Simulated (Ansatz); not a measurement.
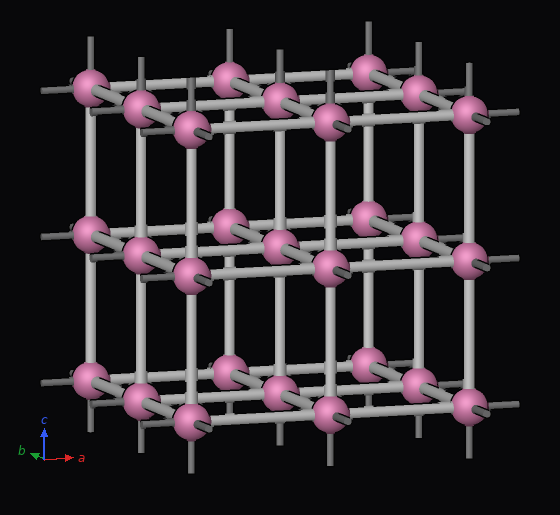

A cut-out of a periodic net derived from a crystal structure. Nodes are coloured by topological kind. Short stubs are edges that leave the cut-out.

Q: What net is this?

A: A uninodal 6-connected, three-periodic net. It is the pcu net, known from NaCl, ReO3 and the B-X framework of perovskite.

Q: Give point symbol and coordination sequence.

A: 4¹²·6³, sequence 6, 18, 38, 66, 102.

The net was derived as follows. MgO (space group Fm-3m, No. 225). Coordinates: the end point of a relaxation with DFT PBE, scalar-relativistic, plane waves, PAW (Ansatz). Bonds are taken as Mg–O below 2.4 Å; no other contact counts. Simplification: prune 0- and 1-connected atoms, fold 2-connected ones into links. Mg and O are 6-connected nodes.
